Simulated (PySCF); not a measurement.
# OH (SMILES [OH]): UB2PLYP/aug-cc-pVTZ

What is the vertical electron affinity of OH at UB2PLYP/aug-cc-pVTZ? The job is set up through a Python script.

The calculation is run with PySCF 2.14.0.

2 further runs of the same task are left out: 2 set aside as unsound or not needed.

### Step 1. The system as given

The species is OH (2 atoms), meant as a doublet with charge 0. As SMILES, `[OH]`. The shape is that of a PBE0-D4/def2-TZVP optimisation.

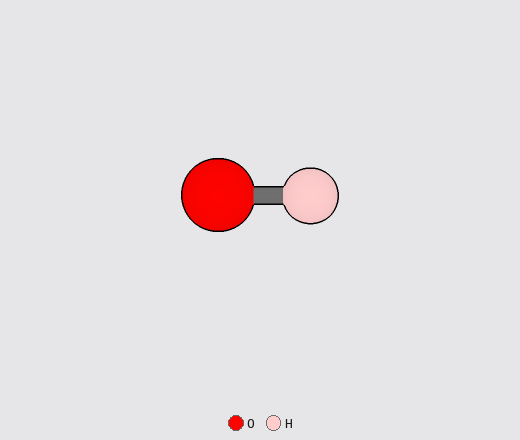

The structure, seen from a chosen angle (oxygen red, hydrogen pink).

### Step 2. A single-point energy at UB2PLYP/aug-cc-pVTZ

File run.py:

```python
from pyscf import gto, dft, mp

mol = gto.M(
    atom='''
O      0.785899    -0.251617     0.405441
H     -0.785899     0.251617    -0.405441
''',
    spin=1,
    verbose=4,
    basis='aug-cc-pvtz',
    charge=0,
    unit='bohr',
    max_memory=1860,
)

ks = dft.UKS(mol)
ks.xc = '0.53*HF + 0.47*B88, 0.73*LYP'
ks.grids.level = 5
ks.conv_tol = 1e-10
ks.kernel()
if not ks.converged:
    ks = ks.newton().run(ks.mo_coeff, ks.mo_occ)

pt = mp.MP2(ks, frozen=1).run()
etot = ks.e_tot + 0.27 * pt.e_corr
print('PT2 part  %.8f' % (0.27 * pt.e_corr))
print('Final energy', etot)
```

On the command line:

```
$ OMP_NUM_THREADS=1 python run.py
```

Log:

```text
PySCF version 2.14.0

[INPUT] num. atoms = 2
[INPUT] num. electrons = 9
[INPUT] charge = 0
[INPUT] spin (= nelec alpha-beta = 2S) = 1
[INPUT] symmetry False subgroup None
[INPUT] Mole.unit = bohr
[INPUT] Symbol           X                Y                Z      unit          X                Y                Z       unit  Magmom
[INPUT]  1 O      0.415879840885  -0.133149982280   0.214550137573 AA    0.785899000000  -0.251617000000   0.405441000000 Bohr   0.0
[INPUT]  2 H     -0.415879840885   0.133149982280  -0.214550137573 AA   -0.785899000000   0.251617000000  -0.405441000000 Bohr   0.0

nuclear repulsion = 4.35057495881175
number of shells = 22
number of NR pGTOs = 83
number of NR cGTOs = 69
basis = aug-cc-pvtz
ecp = {}

******** <class 'pyscf.dft.uks.UKS'> ********
method = UKS
initial guess = minao
damping factor = 0
level_shift factor = 0
DIIS = <class 'pyscf.scf.diis.CDIIS'>
diis_start_cycle = 1
diis_space = 8
diis_damp = 0
SCF conv_tol = 1e-10
SCF conv_tol_grad = None
SCF max_cycles = 50
direct_scf = True
direct_scf_tol = 1e-13
number electrons alpha = 5  beta = 4
XC library pyscf.dft.libxc version 7.0.0
    S. Lehtola, C. Steigemann, M. J.T. Oliveira, and M. A.L. Marques.,  SoftwareX 7, 1–5 (2018)
XC functionals = 0.53*HF + 0.47*B88, 0.73*LYP
    A. D. Becke.,  Phys. Rev. A 38, 3098 (1988)
    C. Lee, W. Yang, and R. G. Parr.,  Phys. Rev. B 37, 785 (1988)
    B. Miehlich, A. Savin, H. Stoll, and H. Preuss.,  Chem. Phys. Lett. 157, 200 (1989)
radial grids:
    Treutler-Ahlrichs [JCP 102, 346 (1995); DOI:10.1063/1.469408] (M4) radial grids

becke partition: Becke, JCP 88, 2547 (1988); DOI:10.1063/1.454033
pruning grids: <function nwchem_prune>
grids dens level: 5
symmetrized grids: False
atomic radii adjust function: <function treutler_atomic_radii_adjust>
small_rho_cutoff = 0
Set gradient conv threshold to 1e-05
tot grids = 66520
init E= -75.4319539512586
[... the frontier-level lines of each cycle are left out ...]



cycle= 1 E= -75.6376968908398  delta_E= -0.206  |g|= 0.195  |ddm|= 0.562
cycle= 2 E= -75.6484970058984  delta_E= -0.0108  |g|= 0.121  |ddm|= 0.151
cycle= 3 E= -75.6533312525819  delta_E= -0.00483  |g|= 0.031  |ddm|= 0.0633
cycle= 4 E= -75.6536964557972  delta_E= -0.000365  |g|= 0.00585  |ddm|= 0.0157
cycle= 5 E= -75.6537247927054  delta_E= -2.83e-05  |g|= 0.00181  |ddm|= 0.00521
cycle= 6 E= -75.6537295444597  delta_E= -4.75e-06  |g|= 0.000517  |ddm|= 0.00279
cycle= 7 E= -75.6537300090246  delta_E= -4.65e-07  |g|= 0.000119  |ddm|= 0.000975
cycle= 8 E= -75.6537300343877  delta_E= -2.54e-08  |g|= 1.99e-05  |ddm|= 0.000235
cycle= 9 E= -75.6537300349553  delta_E= -5.68e-10  |g|= 4.42e-06  |ddm|= 3.03e-05
cycle= 10 E= -75.6537300349845  delta_E= -2.92e-11  |g|= 9.39e-07  |ddm|= 6.6e-06
Extra cycle  E= -75.6537300349879  delta_E= -3.41e-12  |g|= 8.91e-07  |ddm|= 1.35e-06
converged SCF energy = -75.6537300349879  <S^2> = 0.7539841  2S+1 = 2.0039801

******** <class 'pyscf.mp.ump2.UMP2'> ********
nocc = (np.int64(4), np.int64(3)), nmo = (68, 68)
frozen orbitals 1
E(UMP2) = -75.8964595707547  E_corr = -0.242729535766785
E(SCS-UMP2) = -75.8954895666636  E_corr = -0.24175953167573
E_corr(same-spin) = -0.0571337437435511
E_corr(oppo-spin) = -0.185595792023233
PT2 part  -0.06553697
Final energy -75.71926700964494
```

Run time: 4.8 s. Hardware: 1 thread of Arm Neoverse V2, shared host; peak memory 0.32 GiB.

### Step 3. The singlet anion, same level

File input.py:

```python
from pyscf import gto, dft, mp

mol = gto.M(
    atom='''
O      0.785899    -0.251617     0.405441
H     -0.785899     0.251617    -0.405441
''',
    spin=0,
    charge=-1,
    max_memory=1860,
    basis='aug-cc-pvtz',
    unit='bohr',
    verbose=3,
)

ks = dft.RKS(mol)
ks.xc = '0.53*HF + 0.47*B88, 0.73*LYP'
ks.conv_tol = 1e-10
ks.grids.level = 5
ks.kernel()
if not ks.converged:
    ks = ks.newton().run(ks.mo_coeff, ks.mo_occ)

pt = mp.MP2(ks, frozen=1).run()
e_final = ks.e_tot + 0.27 * pt.e_corr
print('PT2 part  %.8f' % (0.27 * pt.e_corr))
print('E = %.10f Eh' % e_final)
```

On the command line:

```
$ OMP_NUM_THREADS=1 python input.py
```

Log:

```text
converged SCF energy = -75.6900933513365
E(RMP2) = -76.0466967569075  E_corr = -0.356603405570992
E(SCS-RMP2) = -76.0374423082306  E_corr = -0.347348956894045
PT2 part  -0.09628292
E = -75.7863762708 Eh
```

Run time: 3 s. Hardware: 1 thread of Arm Neoverse V2, shared host; peak memory 0.31 GiB.

### Step 4. Results

Level: UB2PLYP/aug-cc-pVTZ, 1 core orbital frozen.

| quantity | value |
| --- | --- |
| doublet OH: total energy | -75.71927 Eh |
| doublet OH: dipole moment (SCF part) | 1.70 D |
| doublet OH: HOMO energy (SCF part's orbitals) (highest over α and β) | -11.08 eV |
| doublet OH: LUMO energy (SCF part's orbitals) (lowest over α and β) | -1.95 eV |
| doublet OH: ⟨S²⟩ | 0.754 |
| singlet anion: total energy | -75.78638 Eh |
| singlet anion: HOMO energy (SCF part's orbitals) | -0.59 eV |
| singlet anion: LUMO energy (SCF part's orbitals) | 4.32 eV |
| singlet anion: HOMO–LUMO gap (to an unbound level, set by the basis) | 4.91 eV |
| vertical electron affinity (to the singlet anion) | 1.826 eV |

In words: At fixed nuclei the extra electron is bound by 1.83 eV (42 kcal/mol).
